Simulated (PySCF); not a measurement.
B(F)(Me)(Et), SMILES CCB(C)F at its PBE0/def2-SVP optimised geometry (Å):

```
13

B      0.2323     0.7841     0.0000
F      1.5706     0.7841     0.0000
C     -0.4729     2.1852     0.0000
H     -0.1388     2.7724    -0.8724
H     -0.1547     2.7601     0.8867
H     -1.5706     2.1371    -0.0092
C     -0.5148    -0.5977    -0.0047
C      0.3432    -1.8549     0.0276
H     -1.1754    -0.5876    -0.8943
H     -1.2313    -0.5774     0.8394
H      0.9676    -1.8929     0.9337
H      1.0299    -1.8958    -0.8319
H     -0.2649    -2.7724     0.0081
```

Method: PySCF with PBE0/def2-TZVP.

Map of the Laplacian of the electron density (e/bohr⁵) on the plane z = 0.6 Å:

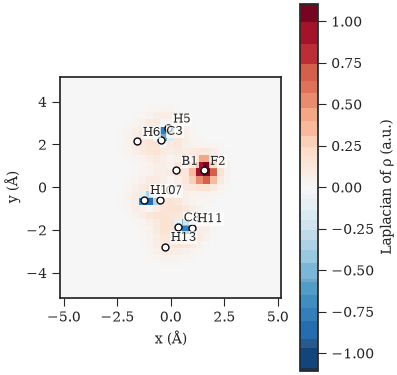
Laplacian of the electron density (e/bohr⁵) on the plane z = 0.6 Å.
